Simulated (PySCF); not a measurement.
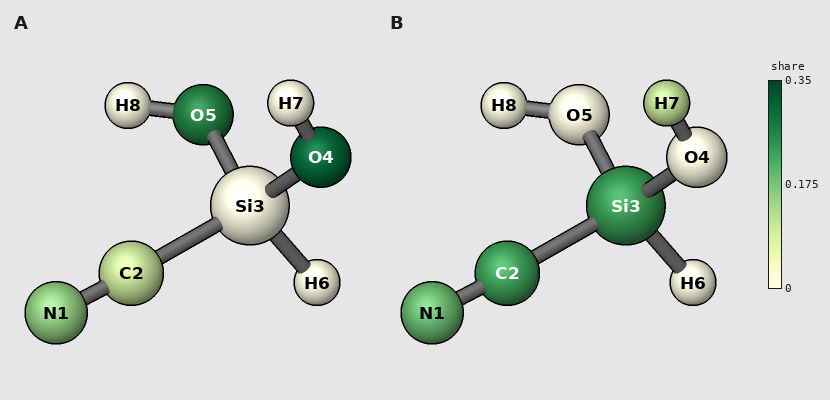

Each panel colours the atoms by their Löwdin share in one orbital (up to four of the largest shares; other atoms are shown as zero). The geometry was computed by an optimisation with PBE0-D3(BJ)/def2-SVP. No frequency run is at hand to confirm it as a minimum. Method: PBE0/aug-cc-pVDZ (PySCF 2.14.0).

Question: The panels show the HOMO, LUMO, in some order. Which is which?

Answer: A: HOMO, −9.77 eV; O4 0.30, O5 0.26, N1 0.15, C2 0.10
B: LUMO, −1.04 eV; Si3 0.23, C2 0.22, N1 0.18, H7 0.11
